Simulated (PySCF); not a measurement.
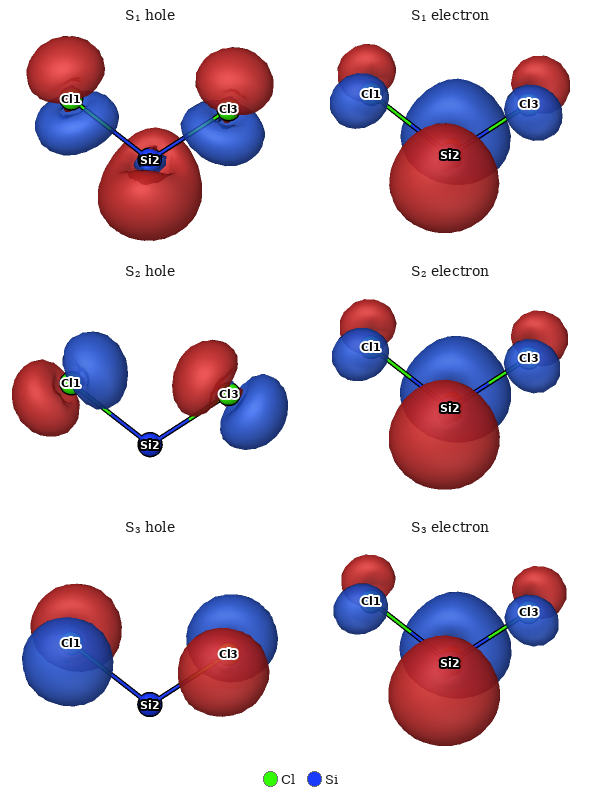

Cl₂Si, SMILES `Cl[Si]Cl`. Leading natural transition orbitals (TDA singlet states).

Level of theory: PBE/def2-SVPD (PySCF), at a geometry from GFN2-xTB. No frequency check shows the geometry to be a minimum. GFN2-xTB bond lengths at metals and heavier atoms can be off by up to 0.1 Å and shapes distorted, which carries into these values.

Question: Describe these excited states.

Answer: By state:
- S₁: 3.91 eV (317 nm), f = 0.038; the leading pair carries 99 %; hole on Si2 (45 %) and Cl1 and Cl3 (28 % each), electron on Si2 (70 %) and Cl1 and Cl3 (15 % each); their centroids lie 0.2 Å apart.
- S₂: 4.38 eV (283 nm), f = 0.000 (dark); the leading pair carries 100 %; hole on Cl1 and Cl3 (47 % each) and Si2 (5 %), electron on Si2 (73 %) and Cl1 and Cl3 (14 % each); their centroids lie 1.1 Å apart.
- S₃: 5.44 eV (228 nm), f = 0.024; the leading pair carries 86 %; hole on Cl1 and Cl3 (45 % each) and Si2 (10 %), electron on Si2 (72 %) and Cl1 and Cl3 (14 % each); their centroids lie 1.0 Å apart.
